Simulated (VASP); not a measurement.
Input:

```xyz
2
Lattice="0.0000 2.5753 2.5753 2.5753 0.0000 2.5753 2.5753 2.5753 0.0000" Properties=species:S:1:pos:R:3 pbc="T T T"
Sr     0.0000     0.0000     0.0000
O      2.5753     2.5753     2.5753
```

These are AM05 GGA, VASP's PBE PAW potentials (set 64) (plane waves; VASP) values and carry that method's errors. Run with 520 eV cut-off, 10×10×10 Γ-centred mesh, tetrahedra with Blöchl corrections, potentials Sr_sv O.

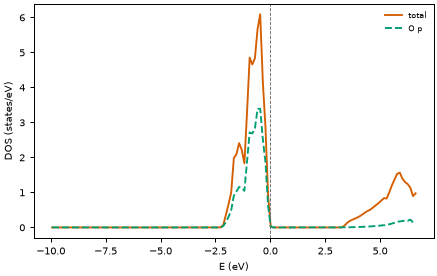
Total and projected density of states, zero at the valence-band maximum

Within 2 eV below the valence-band maximum the largest weight inside VASP's projection spheres is O p.

The gap is indirect, 3.23 eV, from the valence maximum at Γ to the conduction minimum at X.

The compound is SrO in the rock salt structure. It was relaxed first.
